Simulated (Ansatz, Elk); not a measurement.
# YV3: X-ray structure factors from the self-consistent density

Structure refinements treat a crystal as free atoms side by side. For a made-up structure of YV3 (cell and positions from a PBEsol relaxation) the runs below show what the calculated density changes in F(hkl).

Program: Elk 11.2.3 (patched build). Level of theory: DFT, PBE, all-electron APW+lo, Dirac cores, scalar-relativistic bands, static density, no spin. Results are calculated unless marked as measured.

The structure was built from a prototype and need not be the compound's stable phase.

## 1. Starting point

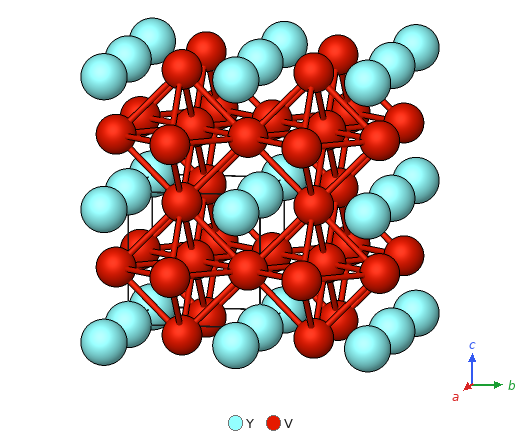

Start, viewed slightly off an axis; yttrium light teal, vanadium red. 2×2×2 cells are drawn. Some periodic images of atoms are drawn too.

## 2. Ground state and structure factors

An all-electron density is needed, since X-rays see the cores too. Task 0 finds the density and task 195 Fourier-transforms it; tshift is off so that phases refer to the origin typed.

elk.in

```
tasks
  0
  195

xctype
  20

spinpol
  .false.

rgkmax
  7.0

gmaxvr
  14.0

lmaxo
  7

lmaxapw
  8

swidth
  0.002

tshift
  .false.

ramdisk
  .false.

hmaxvr
  5.5

maxscl
  120

epspot
  1e-06

sppath
  './'

avec
  7.66050188583 -0.00000000000 -0.00000000000
  -0.00000000000 7.66050188583 0.00000000000
  0.00000000000 0.00000000000 7.66050188583

atoms
  2
  'Y.in'
  1
  -0.0000000000 0.0000000000 0.0000000000   0.000000 0.000000 0.000000
  'V.in'
  3
  0.5000000000 -0.0000000000 0.5000000000   0.000000 0.000000 0.000000
  0.5000000000 0.5000000000 -0.0000000000   0.000000 0.000000 0.000000
  -0.0000000000 0.5000000000 0.5000000000   0.000000 0.000000 0.000000

ngridk
  6 6 6
```

Command:

```console
$ OMP_NUM_THREADS=4 elk
```

Numbers of over 12 decimals in the logs are rounded to 6 here.

The program printed:

```text
┌─────────────────────────┐
│ Elk code version 11.2.3 │
└─────────────────────────┘

All units are atomic (Hartree, Bohr, etc.)

┌─────────────────────────────────────────────────┐
│ Ground-state run starting from atomic densities │
└─────────────────────────────────────────────────┘

Lattice vectors :
   7.660501886      -0.000000000      -0.000000000
  -0.000000000       7.660501886       0.000000000
   0.000000000       0.000000000       7.660501886

Reciprocal lattice vectors :
  0.8202054383       0.000000000      -0.000000000
   0.000000000      0.8202054383      -0.000000000
   0.000000000       0.000000000      0.8202054383

Unit cell volume      :    449.5434471
Brillouin zone volume :   0.5517825141

Muffin-tin inner radius fraction :   0.1000000000E-01

Nuclei treated as point charges

Species : 1 (Y)
 parameters loaded from : Y.in
 name : yttrium
 nuclear charge    :   -39.00000000
 electronic charge :    39.00000000
 atomic mass :    162065.4503
 muffin-tin radius :    2.600000000
 number of radial points in muffin-tin :   1193
 inner part over the whole radius :   0.9871815862E-02
 number on inner part of muffin-tin    :    847
 approximate nuclear radius :   0.8135895711E-04
 number of mesh points to nuclear radius :    416
 atomic positions (lattice), magnetic fields (Cartesian) :
  1 :   0.00000000  0.00000000  0.00000000    0.00000000  0.00000000  0.00000000

Species : 2 (V)
 parameters loaded from : V.in
 name : vanadium
 nuclear charge    :   -23.00000000
 electronic charge :    23.00000000
 atomic mass :    92860.67382
 muffin-tin radius :    2.400000000
 number of radial points in muffin-tin :    993
 inner part over the whole radius :   0.9920165687E-02
 number on inner part of muffin-tin    :    699
 approximate nuclear radius :   0.6897515165E-04
 number of mesh points to nuclear radius :    327
 atomic positions (lattice), magnetic fields (Cartesian) :
  1 :   0.50000000  0.00000000  0.50000000    0.00000000  0.00000000  0.00000000
  2 :   0.50000000  0.50000000  0.00000000    0.00000000  0.00000000  0.00000000
  3 :   0.00000000  0.50000000  0.50000000    0.00000000  0.00000000  0.00000000

Total number of atoms per unit cell :    4
Total muffin-tin volume :    247.3396840
 ratio of muffin-tin to unit cell volume :   0.5502019562

Spin treatment :
 spin-unpolarised

Number of Bravais lattice symmetries :   48
Number of crystal symmetries         :   48
Crystal has inversion symmetry
Real symmetric eigensolver will be used

k-point grid :      6     6     6
k-point offset :    0.000000000       0.000000000       0.000000000
k-point set is reduced with full crystal symmetry group
Total number of k-points :       20

Muffin-tin radius times maximum |G+k| :    7.000000000
 using average radius
Maximum |G+k| for APW functions       :    2.857142857
Maximum (1/2)|G+k|²                   :    4.081632653
Maximum |G| for potential and density :    14.00000000
Constant for pseudocharge density :    9
 order of it for each species :   16  16
 order of it for pair densities of each species (exact exchange by exxq0 0: 17) :   11   9
Radial integration step length :    1

G-vector grid sizes :     35    35    35
Number of G-vectors :    20815

Maximum angular momentum used for
 APW functions            :    8
 outer part of muffin-tin :    7
 inner part of muffin-tin :    2

Total nuclear charge    :   -108.0000000
Total core charge       :    58.00000000
Total valence charge    :    50.00000000
Total excess charge     :    0.000000000
Total electronic charge :    108.0000000

Effective Wigner radius, rₛ :   0.9978986511

Number of empty states         :     16
Total number of valence states :     42
Total number of core states    :     58

Third-order local-orbitals added for an l without core states : T
Total number of local-orbitals :     67

Exchange-correlation functional :     20     0     0
 Perdew-Burke-Ernzerhof, Phys. Rev. Lett. 77, 3865 (1996)
 gradient requirement :    1
[...]
Madelung                    :     -7497.3789025015
 xc potential                :     -315.89207599301
 exchange                    :     -240.30023154333
 correlation                 :     -5.063220
 electron entropic           :    -0.28208320703124E-02
 total energy                :     -6234.3307044765

Density of states at Fermi energy :    221.2275012
 (states/Hartree/unit cell)

Estimated indirect band gap :   0.8373379683E-03
 from k-point 9 to k-point 16
Estimated direct band gap   :   0.3452477242E-02
 at k-point 12

Charges :
 core                        :    58.00000000
 valence                     :    50.00000000
 interstitial                :    6.651212962
 muffin-tins (core leakage)
  species : 1 (Y)
   atom 1                    :    37.47686657     (  0.9454558729E-05)
  species : 2 (V)
   atom 1                    :    21.29064015     ( -0.2221804625E-06)
[...]
total in muffin-tins        :    101.3487870
 total calculated charge     :    107.9994270
 total charge                :    108.0000000
 error                       :   0.5729762428E-03

RMS change in Kohn-Sham potential (target) :   0.2482188566     (  0.1000000000E-05)
Absolute change in total energy (target)   :   0.9251682028E-01 (  0.1000000000E-03)

[... loops 3 to 13 left out ...]

┌──────────────────┐
│ Loop number : 14 │
└──────────────────┘

Energies :
 Fermi                       :     0.323364
 sum of occupied eigenvalues :     -3655.7422561289
 electron kinetic            :      6370.7452768831
 core electron kinetic       :      6063.1458718719
 Coulomb                     :     -12358.248193456
 Coulomb potential           :     -9706.8125215881
 nuclear-nuclear             :     -900.87927630909
 electron-nuclear            :     -13236.126224360
 Hartree                     :      1778.7573072137
 Madelung                    :     -7504.8419326618
 xc potential                :     -319.67501142386
 exchange                    :     -241.00321044652
 correlation                 :     -5.057314
 electron entropic           :    -0.32621601507569E-02
 total energy                :     -6233.5667033259

Density of states at Fermi energy :    263.2424559
 (states/Hartree/unit cell)

Estimated indirect band gap :   0.7387010438E-03
 from k-point 11 to k-point 16
Estimated direct band gap   :   0.1899453293E-02
 at k-point 16

Charges :
 core                        :    58.00000000
 valence                     :    50.00000000
 interstitial                :    6.058950976
 muffin-tins (core leakage)
  species : 1 (Y)
[...]
species : 2 (V)
[...]
total in muffin-tins        :    101.9410490
 total calculated charge     :    107.9994418
 total charge                :    108.0000000
 error                       :   0.5581924733E-03

RMS change in Kohn-Sham potential (target) :   0.3951700880E-06 (  0.1000000000E-05)
Absolute change in total energy (target)   :   0.2608797786E-04 (  0.1000000000E-03)

Convergence targets achieved

┌──────────────────┐
│ Loop number : 15 │
└──────────────────┘

Energies :
 Fermi                       :     0.323364
 sum of occupied eigenvalues :     -3655.7422740769
 electron kinetic            :      6370.7452533731
 core electron kinetic       :      6063.1458528790
 Coulomb                     :     -12358.248179266
 Coulomb potential           :     -9706.8125190377
 nuclear-nuclear             :     -900.87927630909
 electron-nuclear            :     -13236.126204157
 Hartree                     :      1778.7573011998
 Madelung                    :     -7504.8419197475
 xc potential                :     -319.67500841231
 exchange                    :     -241.00320970081
 correlation                 :     -5.057314
 electron entropic           :    -0.32621628025253E-02
 total energy                :     -6233.5667118243

Density of states at Fermi energy :    263.2426594
 (states/Hartree/unit cell)

Estimated indirect band gap :   0.7386886667E-03
 from k-point 11 to k-point 16
Estimated direct band gap   :   0.1899500309E-02
 at k-point 16

Charges :
 core                        :    58.00000000
 valence                     :    50.00000000
 interstitial                :    6.058949650
 muffin-tins (core leakage)
  species : 1 (Y)
[...]
species : 2 (V)
   atom 1                    :    21.55993456     ( -0.2221832691E-06)
   atom 2                    :    21.55993456     ( -0.2221832691E-06)
   atom 3                    :    21.55993456     ( -0.2221832691E-06)
 total in muffin-tins        :    101.9410504
 total calculated charge     :    107.9994418
 total charge                :    108.0000000
 error                       :   0.5581930823E-03

┌──────────────────────────────┐
│ Self-consistent loop stopped │
└──────────────────────────────┘

Wrote STATE.OUT
```

It took 14 s on 4 threads of Intel Xeon Platinum 8375C at 2.90GHz (Ice Lake), shared host; peak memory 0.16 GiB.

SFACRHO.OUT:

```text

h k l indices transformed by vhmat matrix:
   1.000000000       0.000000000       0.000000000    
   0.000000000       1.000000000       0.000000000    
   0.000000000       0.000000000       1.000000000    

      h      k      l  multipl.   |H|            Re(F)            Im(F)           |F|

      0      0      0      1   0.0000000       108.00000     -0.82415484E-17   108.00000    
     -1      0      0      6  0.82020544       14.588640     -0.45359903E-14   14.588640    
      1     -1      0     12   1.1599457       13.969405      0.58616147E-15   13.969405    
     -1     -1     -1      8   1.4206375       79.214352      0.11852039E-13   79.214352    
      0      0     -2      6   1.6404109       74.720023      0.77862632E-14   74.720023    
     -1     -2      0     24   1.8340351       12.905826     -0.35963317E-14   12.905826    
      1     -2      1     24   2.0090848       12.577276     -0.68827285E-14   12.577276    
      0      2     -2     12   2.3198913       62.961170     -0.84991261E-15   62.961170    
      0     -3      0      6   2.4606163       11.824701     -0.89566812E-14   11.824701    
     -1      2     -2     24   2.4606163       11.718770     -0.38024022E-14   11.718770    
      3      1      0     24   2.5937173       11.609208      0.19247882E-16   11.609208    
      1     -3      1     24   2.7203137       56.801927      0.27408537E-14   56.801927    
     -2      2      2      8   2.8412750       55.308557     -0.54097161E-14   55.308557    
     -3      2      0     24   2.9572928       11.198533     -0.31286221E-14   11.198533    
     -3      1      2     48   3.0689277       11.038306     -0.40773420E-14   11.038306    
      0     -4      0      6   3.2808218       49.718067      0.95124420E-14   49.718067    
      2     -2     -3     24   3.3817937       10.631190     -0.21754406E-14   10.631190    
      4     -1      0     24   3.3817937       10.689113     -0.23040920E-14   10.689113
```

Elk indexes on the primitive cell of elk.in and gives |H| = 4π sin θ/λ in inverse bohr. Below, one row stands for each form hkl of the conventional cell (m members, Friedel mates merged), F is for one primitive cell and the density is static (no thermal factor). Free-atom factors are Waasmaier and Kirfel's, and R is Σm||F|−|F'||/Σm|F|.

```tsv
hkl	m	sin θ/λ (Å⁻¹)	abs F, DFT	neutral atoms	diff.
100	6	0.123	14.589	14.563	+0.025
110	12	0.174	13.969	13.936	+0.034
111	8	0.214	79.214	79.781	-0.567
200	6	0.247	74.720	75.332	-0.612
210	24	0.276	12.906	12.738	+0.168
211	24	0.302	12.577	12.441	+0.136
220	12	0.349	62.961	62.904	+0.057
300	6	0.370	11.825	11.772	+0.053
221	24	0.370	11.719	11.772	-0.053
310	24	0.390	11.609	11.602	+0.007
311	24	0.409	56.802	56.799	+0.003
222	8	0.427	55.309	55.145	+0.163
320	24	0.445	11.198	11.177	+0.022
321	48	0.462	11.038	11.051	-0.013
400	6	0.493	49.718	49.851	-0.133
322	24	0.509	10.631	10.687	-0.056
410	24	0.509	10.689	10.687	+0.002
411	24	0.523	10.523	10.567	-0.044
```

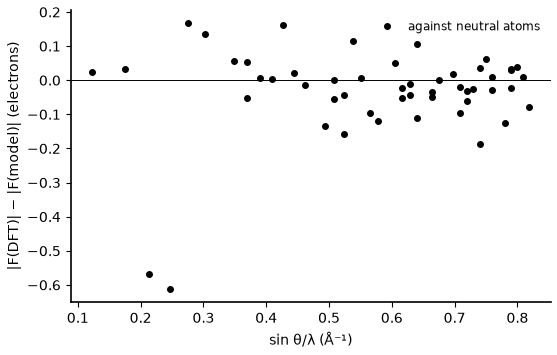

Difference between the calculated structure factors and the independent-atom ones.

## 3. The highest occupied states alone

An energy window below the Fermi level keeps the highest occupied states, to see at which angles they scatter; shallow core shells can lie inside it and anion s states outside. No new self-consistency is needed.

elk.in: that of step 2 with these lines changed.

```diff
@@ -1,3 +1,2 @@
 tasks
-  0
   195
@@ -40,2 +39,5 @@
 
+wsfac
+  -0.117630 0.623360
+
 sppath
```

Command:

```console
$ OMP_NUM_THREADS=4 elk
```

The program printed:

```text
┌─────────────────────────────────┐
│ Elk code version 11.2.3 started │
└─────────────────────────────────┘

Info(readinput): the functional depends on the density's gradient
 muffin-tin radial points multiplied by    2.00000
 (not where nrmtscf is given)

┌────────────────────┐
│ Current task : 195 │
└────────────────────┘

Info(sfacrho): density structure factors written to SFACRHO.OUT

 Energy window :  -0.1176300000      0.6233600000

┌──────────────────┐
│ Elk code stopped │
└──────────────────┘
```

The job ended after 5.1 s (4 threads; peak memory 0.16 GiB; 6.6 s of CPU time).

States within 12 eV below the Fermi level hold 18.00 electrons; any levels below the window count with the cores. Their amplitudes can exceed the total, where window and core parts have opposite phase:

```tsv
hkl	sin θ/λ (Å⁻¹)	abs F, window	abs F, all
100	0.123	2.017	14.589
110	0.174	1.584	13.969
111	0.214	3.953	79.214
200	0.247	3.089	74.720
210	0.276	0.700	12.906
211	0.302	0.618	12.577
220	0.349	1.996	62.961
300	0.370	0.462	11.825
221	0.370	0.569	11.719
310	0.390	0.445	11.609
```

## 4. Another functional

The difference from free atoms is small, so it is set against the change that LDA (Perdew-Wang) makes.

elk.in: that of step 3 with these lines changed.

```diff
@@ -1,2 +1,3 @@
 tasks
+  0
   195
@@ -4,3 +5,3 @@
 xctype
-  20
+  3
 
@@ -39,5 +40,2 @@
 
-wsfac
-  -0.117630 0.623360
-
 sppath
```

Command:

```console
$ OMP_NUM_THREADS=4 elk
```

The program printed:

```text
┌─────────────────────────┐
│ Elk code version 11.2.3 │
└─────────────────────────┘

All units are atomic (Hartree, Bohr, etc.)

┌─────────────────────────────────────────────────┐
│ Ground-state run starting from atomic densities │
└─────────────────────────────────────────────────┘

Lattice vectors :
   7.660501886      -0.000000000      -0.000000000
  -0.000000000       7.660501886       0.000000000
   0.000000000       0.000000000       7.660501886

Reciprocal lattice vectors :
  0.8202054383       0.000000000      -0.000000000
[...]
valence                     :    50.00000000
 interstitial                :    5.989634364
 muffin-tins (core leakage)
  species : 1 (Y)
[...]
species : 2 (V)
[...]
atom 2                    :    21.58075597     ( -0.3557353804E-05)
   atom 3                    :    21.58075597     ( -0.3557353804E-05)
 total in muffin-tins        :    102.0103656
 total calculated charge     :    107.9994135
 total charge                :    108.0000000
 error                       :   0.5865399086E-03

┌──────────────────────────────┐
│ Self-consistent loop stopped │
└──────────────────────────────┘

Wrote STATE.OUT
[key lines of the parts left out:]
total energy                :     -6224.0574531824
```

Run time: 8.6 s. Hardware: 4 threads; peak memory 0.16 GiB; 21 s of CPU time.

Against the first run R = 0.06 %; the largest change is -0.050 at 220.

## 5. A coarser k-mesh

About half the k-points along each axis test the sampling.

elk.in: that of step 4 with these lines changed.

```diff
@@ -5,3 +5,3 @@
 xctype
-  3
+  20
 
@@ -60,2 +60,2 @@
 ngridk
-  6 6 6
+  3 3 3
```

Command:

```console
$ OMP_NUM_THREADS=4 elk
```

The program printed:

```text
┌─────────────────────────┐
│ Elk code version 11.2.3 │
└─────────────────────────┘

All units are atomic (Hartree, Bohr, etc.)

┌─────────────────────────────────────────────────┐
│ Ground-state run starting from atomic densities │
└─────────────────────────────────────────────────┘

Lattice vectors :
   7.660501886      -0.000000000      -0.000000000
  -0.000000000       7.660501886       0.000000000
   0.000000000       0.000000000       7.660501886

Reciprocal lattice vectors :
  0.8202054383       0.000000000      -0.000000000
[...]
valence                     :    50.00000000
 interstitial                :    6.040341373
 muffin-tins (core leakage)
  species : 1 (Y)
[...]
species : 2 (V)
[...]
atom 2                    :    21.56123017     ( -0.2221830506E-06)
   atom 3                    :    21.56123017     ( -0.2221830506E-06)
 total in muffin-tins        :    101.9596586
 total calculated charge     :    107.9995316
 total charge                :    108.0000000
 error                       :   0.4684464645E-03

┌──────────────────────────────┐
│ Self-consistent loop stopped │
└──────────────────────────────┘

Wrote STATE.OUT
[key lines of the parts left out:]
total energy                :     -6233.5706767165
```

Wall time 9.4 s (4 threads); peak memory 0.16 GiB; 16 s of CPU time.

Against the first run R = 0.06 %; the largest change is +0.046 at 400.

## 6. Basis size

A smaller basis shows how fast F responds to it; the change is likely larger than the basis error of the first run, but doesn't show convergence.

elk.in: that of step 5 with these lines changed.

```diff
@@ -11,3 +11,3 @@
 rgkmax
-  7.0
+  5.5
 
@@ -60,2 +60,2 @@
 ngridk
-  3 3 3
+  6 6 6
```

Command:

```console
$ OMP_NUM_THREADS=4 elk
```

The program printed:

```text
┌─────────────────────────┐
│ Elk code version 11.2.3 │
└─────────────────────────┘

All units are atomic (Hartree, Bohr, etc.)

┌─────────────────────────────────────────────────┐
│ Ground-state run starting from atomic densities │
└─────────────────────────────────────────────────┘

Lattice vectors :
   7.660501886      -0.000000000      -0.000000000
  -0.000000000       7.660501886       0.000000000
   0.000000000       0.000000000       7.660501886

Reciprocal lattice vectors :
  0.8202054383       0.000000000      -0.000000000
[...]
valence                     :    50.00000000
 interstitial                :    6.289074819
 muffin-tins (core leakage)
  species : 1 (Y)
[...]
species : 2 (V)
[...]
atom 2                    :    21.49463843     ( -0.2221835427E-06)
   atom 3                    :    21.49463843     ( -0.2221835427E-06)
 total in muffin-tins        :    101.7109252
 total calculated charge     :    108.0013442
 total charge                :    108.0000000
 error                       :   0.1344216218E-02

┌──────────────────────────────┐
│ Self-consistent loop stopped │
└──────────────────────────────┘

Wrote STATE.OUT
[key lines of the parts left out:]
total energy                :     -6233.4404944275
```

It took 13 s on 4 threads; peak memory 0.17 GiB; 30 s of CPU time.

Against the first run R = 0.05 %; the largest change is +0.116 at 220.

## 7. Settings against the effect

```tsv
run	R against the first run (%)	R against neutral atoms, low angle (%)	wall time
PBE, rgkmax 7	0.00	0.78	14 s
LDA (Perdew-Wang)	0.06	0.76	8.6 s
k-mesh 3×3×3	0.06	0.75	9.4 s
rgkmax 5.5	0.05	0.88	13 s
```

## 8. Results

```
R against neutral atoms, sin θ/λ < 0.3 Å⁻¹ : 0.78 %
R against neutral atoms, 0.3 to 0.82 Å⁻¹   : 0.26 %
```

What this shows: Independent neutral atoms miss the calculated amplitudes by R = 0.78 % below 0.3 Å⁻¹ and 0.26 % from there to 0.82 Å⁻¹; by shells, 0.17 % below 0.15 Å⁻¹ (1 form), 0.81 % 0.15 to 0.3 (4 forms), 0.20 % 0.3 to 0.45 (8 forms), 0.27 % above 0.45 (38 forms). Bonding, aspherical density and the tables' own atoms all enter these figures, and the runs don't part them. The largest change of an amplitude is -0.61 electrons, at 200. The window's part falls from 18.0 electrons at the origin to at most 0.49 between 0.45 and 0.82 Å⁻¹. Below 0.3 Å⁻¹ the changes that finished (LDA (Perdew-Wang), k-mesh 3×3×3 and rgkmax 5.5) move F by R = 0.10 % at most, against the 0.78 % that separates it from free atoms. These runs have no spin, though d or f shells may be open. Part of the difference isn't bonding: the tables are fits to free atoms and ions calculated by other methods than this functional. Thermal motion, anomalous dispersion and extinction are left out.

[Logs are printed without paths, hosts, clocks, repeated set-up lines and the standing remarks that a program may print on its own settings, such as how far it seeks lower states.]

[Hosts, paths, dates, database ids (printed as entryN), source tags and the programs' standing remarks are cut or masked in the printed files.]
